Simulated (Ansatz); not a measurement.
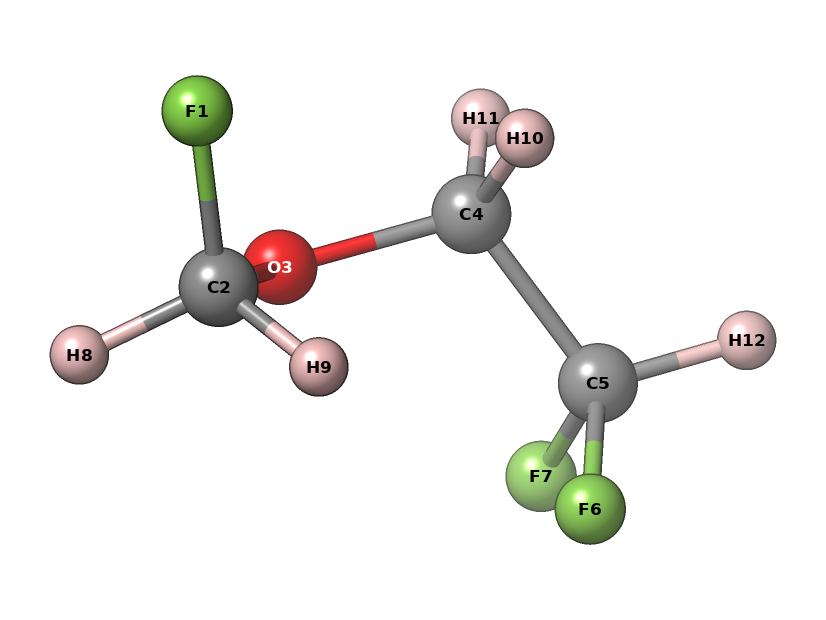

Source: calculation with Ansatz.

O3 lies behind C2. The molecule seen a little off the C2–O3 bond, C2 in front. Atoms fade into the background with distance from the viewer. State: charge +1, doublet. Geometry: the geometry of the neutral molecule.

What is the torsion angle F1–C2–O3–C4? The sign is positive where the front bond must turn clockwise to cover the back bond.

Answer. 74°, synclinal (gauche).
